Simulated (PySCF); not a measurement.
# SiHBrF (SMILES F[SiH]Br): levels of theory compared

Wanted: a comparison of 6 runs (UB3LYP/STO-6G, UPBE0/STO-6G, NEVPT2(3,3)/STO-6G, UCISD/STO-6G, ROCCSD(T)/STO-6G, UCCSD(T)/STO-6G) of SiHBrF. 

The calculation is run with PySCF 2.14.0.

2 further runs of the same task are left out: 2 set aside as unsound or not needed.

### 1 The system as given

SiHBrF: 4 atoms, total charge 0, spin state doublet. SMILES: `F[SiH]Br`. The Si2–H4 distance was set to 2.237 Å, away from the relaxed value. At this shape a bond of the SMILES string is far longer than usual.

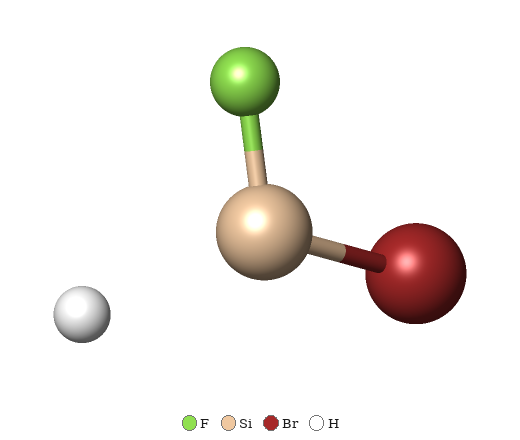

Viewed from a chosen angle; fluorine green, silicon light orange, bromine red, hydrogen white.

### 2 A single-point energy at UB3LYP/STO-6G (run 1)

Input file run.py:

```python
from pyscf import gto, dft

mol = gto.Mole()
mol.atom = [
    ('F', (-1.007702, -0.974427, 1.354641)),
    ('Si', (-0.220002, -0.943727, -0.033459)),
    ('Br', (1.921998, -1.332727, 0.350041)),
    ('H', (-0.429400, 1.123400, -0.862500)),
]
mol.verbose = 3
mol.basis = 'sto-6g'
mol.spin = 1
mol.max_memory = 1860
mol.build()

mf = dft.UKS(mol)
mf.xc = 'b3lyp'
mf.conv_tol = 1e-10
mf.grids.level = 5
mf.kernel()
if not mf.converged:
    mf = mf.newton().run(mf.mo_coeff, mf.mo_occ)

e_final = mf.e_tot
print('E = %.10f Eh' % e_final)
```

Run with:

```console
$ OMP_NUM_THREADS=1 python run.py
```

What it wrote:

```text
converged SCF energy = -2949.29944736483  <S^2> = 0.79935006  2S+1 = 2.0487558
E = -2949.2994473648 Eh
```

Run time: 9 s. Hardware: 1 thread of Intel Xeon 6975P-C (Granite Rapids), shared host; peak memory 0.27 GiB.

### 3 The energy at UPBE0/STO-6G (run 2)

Input file job.py:

```python
from pyscf import gto, dft

system = gto.Mole()
system.atom = [
    ('F', (-1.007702, -0.974427, 1.354641)),
    ('Si', (-0.220002, -0.943727, -0.033459)),
    ('Br', (1.921998, -1.332727, 0.350041)),
    ('H', (-0.429400, 1.123400, -0.862500)),
]
system.spin = 1
system.basis = 'sto-6g'
system.max_memory = 1860
system.charge = 0
system.verbose = 3
system.build()

mf = dft.UKS(system, xc='pbe0')
mf.grids.level = 5
mf.conv_tol = 1e-10
mf.kernel()
if not mf.converged:
    mf = mf.newton().run(mf.mo_coeff, mf.mo_occ)

energy = mf.e_tot
print('E(%s) = %.9f' % ('PBE0', energy))
```

Run with:

```console
$ OMP_NUM_THREADS=1 python job.py
```

What it wrote:

```text
converged SCF energy = -2948.88313728356  <S^2> = 0.81476217  2S+1 = 2.0637463
E(PBE0) = -2948.883137284
```

It took 9 s on 1 thread of Intel Xeon 6975P-C (Granite Rapids), shared host; peak memory 0.26 GiB.

Runs 3 to 4 aren't shown in full; the table further down has their settings and results.

### 4 The energy at ROCCSD(T)/STO-6G (run 5)

Input file calc.py:

```python
from pyscf import gto, cc

mol = gto.M(
    atom='''
F     -1.904281    -1.841400     2.559900
Si    -0.415744    -1.783386    -0.063228
Br     3.632050    -2.518489     0.661482
H     -0.811448     2.122918    -1.629889
''',
    max_memory=1860,
    unit='bohr',
    verbose=3,
    basis='sto-6g',
    spin=1,
    charge=0,
)

mf = mol.ROHF()
mf.conv_tol = 1e-10
mf.kernel()
if not mf.converged:
    mf = mf.newton().run(mf.mo_coeff, mf.mo_occ)

mycc = cc.CCSD(mf, frozen=15)
mycc.kernel()
e_t = mycc.ccsd_t()
energy = mycc.e_tot + e_t
print('Final energy', energy)
```

Run with:

```console
$ OMP_NUM_THREADS=1 python calc.py
```

What it wrote:

```text
converged SCF energy = -2946.98223081574

WARN: RCCSD method does not support ROHF method. ROHF object is converted to UHF object and UCCSD method is called.

E(UCCSD) = -2947.064223045053  E_corr = -0.08199222931605489
UCCSD(T) correction = -0.0064356681319429
Final energy -2947.0706587131854
```

Wall time 1.9 s (1 thread of Intel Xeon 6975P-C (Granite Rapids), shared host); peak memory 0.12 GiB.

### 5 A single-point energy at UCCSD(T)/STO-6G (run 6)

Input file input.py:

```python
from pyscf import gto, cc

system = gto.M(
    atom='''
F     -1.904281    -1.841400     2.559900
Si    -0.415744    -1.783386    -0.063228
Br     3.632050    -2.518489     0.661482
H     -0.811448     2.122918    -1.629889
''',
    max_memory=1860,
    verbose=3,
    unit='bohr',
    spin=1,
    basis='sto-6g',
    charge=0,
)

hf = system.UHF()
hf.conv_tol = 1e-10
hf.kernel()
if not hf.converged:
    hf = hf.newton().run(hf.mo_coeff, hf.mo_occ)

mycc = cc.CCSD(hf, frozen=15)
mycc.kernel()
e_t = mycc.ccsd_t()
e_final = mycc.e_tot + e_t
print('E = %.10f Eh' % e_final)
```

Run with:

```console
$ OMP_NUM_THREADS=1 python input.py
```

What it wrote:

```text
converged SCF energy = -2946.99449207195  <S^2> = 0.95833864  2S+1 = 2.1984892
E(UCCSD) = -2947.064878029432  E_corr = -0.07038595748632087
UCCSD(T) correction = -0.00571659119792424
E = -2947.0705946206 Eh
```

Run time: 1.6 s. Hardware: 1 thread of Intel Xeon 6975P-C (Granite Rapids), shared host; peak memory 0.12 GiB.

### 6 Overview of the runs

| run | level | integration grid | active selection | energy (Eh) | dipole moment (D) of the reference | HOMO energy (eV) | LUMO energy (eV) | wall time |
| --- | --- | --- | --- | --- | --- | --- | --- | --- |
| 1 | UB3LYP/STO-6G | 5 | – | -2949.299447 | 1.66 | -3.50 | -0.27 | 9 s |
| 2 | UPBE0/STO-6G | 5 | – | -2948.883137 | 1.72 | -3.76 | 0.10 | 9 s |
| 3 | NEVPT2(3,3)/STO-6G | – | mp2 natural orbitals | -2947.058151 | 2.09 | – | – | 1.9 s |
| 4 | UCISD/STO-6G | – | – | -2947.062308 | 2.20 | -6.89 | 4.57 | 1.5 s |
| 5 | ROCCSD(T)/STO-6G | – | – | -2947.070659 | 2.09 | – | – | 1.9 s |
| 6 | UCCSD(T)/STO-6G | – | – | -2947.070595 | 2.20 | -6.89 | 4.57 | 1.6 s |

### 7 What came out

| quantity | value |
| --- | --- |
| run 6: total energy | -2947.07059 Eh |
| run 6: dipole moment (Hartree–Fock density) | 2.20 D |
| run 6: HOMO energy (Hartree–Fock orbitals) (highest over α and β) | -6.89 eV |
| run 6: LUMO energy (Hartree–Fock orbitals) (lowest over α and β) | 4.57 eV |
| run 6: correlation energy (15 core orbitals frozen) | -76.1 mEh |
| run 6: (T) correction | -5.72 mEh |
| run 6: ⟨S²⟩ of the reference determinant | 0.958 |
| run 6: T1 diagnostic | 0.024 |

In words: Totals of different functionals can't be ranked against each other. In run 5 the T1 diagnostic is large, so a single reference may not serve. In runs 1, 2, 3, 4, 5, 6 the basis is minimal, so the values are rough. Spin contamination of the reference: run 4 ⟨S²⟩ = 0.96, run 6 ⟨S²⟩ = 0.96. All runs together took 25 s, the longest 9 s.
